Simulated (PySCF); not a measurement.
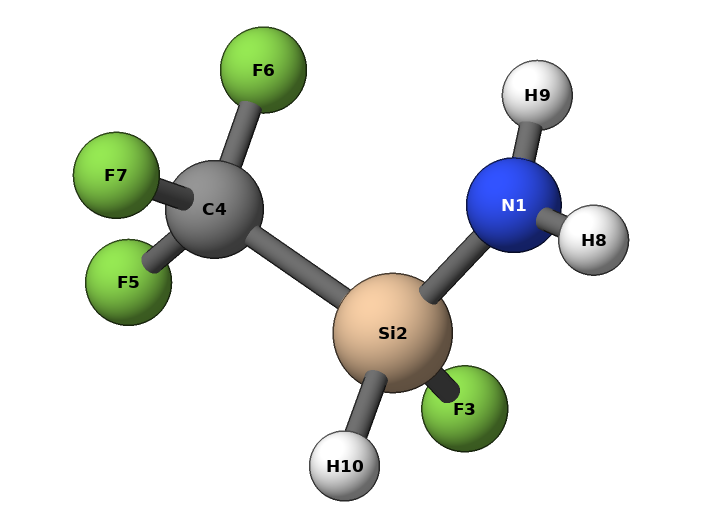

The geometry was computed by an optimisation with PBE0-D3(BJ)/def2-SVP. No frequency run is at hand to confirm it as a minimum. Properties computed with GIAO WP04/pcSseg-1 NMR shielding, non-relativistic, gas phase (PySCF 2.14.0). Principal shieldings σ11 ≤ σ22 ≤ σ33, span Ω = σ33 − σ11, skew κ = 3(σiso − σ22)/Ω.

Give the shielding tensors of the Si atoms.

| atom | σ11 | σ22 | σ33 | σiso | Ω | κ |
| --- | --- | --- | --- | --- | --- | --- |
| Si2 | 344.6 | 391.8 | 421.7 | 386.0 | 77.1 | −0.22 |

Shieldings and span in ppm.
